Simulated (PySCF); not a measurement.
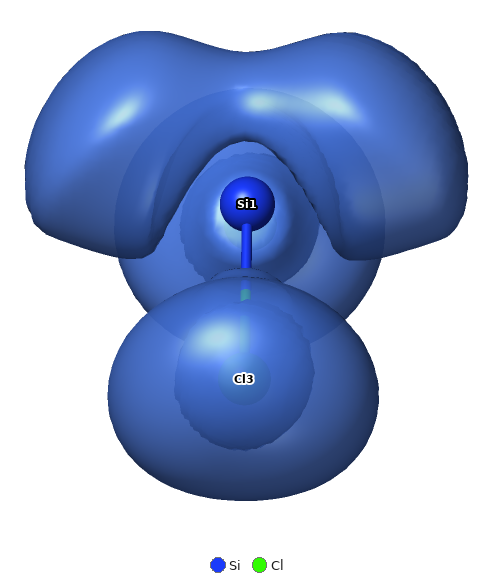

Figure. Cl$_{2}$Si (triplet). Isosurface of the ELF at 0.75 (blue), seen at an oblique angle. Only the valence region is drawn (cores and ρ < 0.01 e/Å³ removed).

Geometry: PBE0-D3(BJ)/def2-SVP.

Level of theory: UKS B3LYP, IGLO-III on Cl Si, non-relativistic, mean-field spin-orbit, GIAO (PySCF 2.14.0, density-fitted response routines).

The calculation's input:

```
{"job": {"kind": "epr"}, "charge": 0, "multiplicity": 3}
Si     0.083220    -0.568132    -0.397920
Cl     0.477094     1.324286    -1.128290
Cl    -0.593817    -0.766454     1.543312
```

Command:

```sh
OMP_NUM_THREADS=1 python cluster_run.py task.json out
```

### Describe the localisation domains.

At this value the surface marks out two regions on Cl in which the atom's valence shell and bonds are merged and one region wrapped around Si (its valence shell). Along the contacts the grid gives the following. Si–Cl (2.07 Å): the ELF peaks at about 0.85 between the atoms: a shared but strongly polarised pair.
